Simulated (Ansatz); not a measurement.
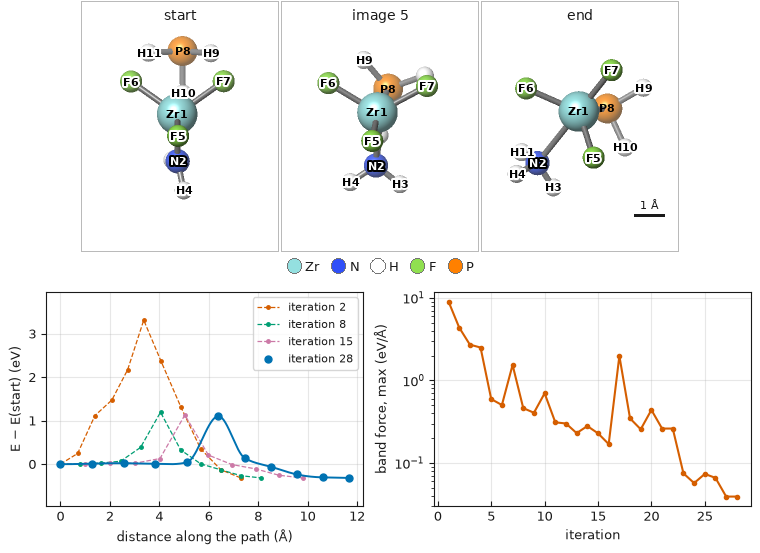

A search for the minimum-energy path of ZrPNH$_{5}$F$_{3}$, made up at the start of ZrNH2F3 and PH3 by the nudged elastic band. Images are numbered from 0 (start) to 10 (end). The plot follows the band through its iterations. A ball-and-stick model, seen from a free direction.

Theory: RKS B3LYP/def2-SVP in Ansatz. Set-up: 9 movable images; climbing image; force threshold 0.05 eV/Å; iteration limit 60; starting path through a guess of the saddle point.

How did the profile develop, and is the result final?

Answer. The run is converged, with reservations. The band converged in 28 iterations. The largest component of the band force went from 9 to 0.039 eV/Å. The climbing image converged on the top of the path. Its vibrational analysis gives one imaginary mode (1297i cm⁻¹), as a transition state must have. The first iteration put the highest image at 5.86 eV. The energy climbs by 1.10 eV to image 5 and then falls by 1.42 eV, so the end point sits at −0.32 eV.

Limits of the set-up: the start holds two separate molecules, 2.7 Å apart at their closest, whose relative position is a soft coordinate and is computed without a dispersion correction.
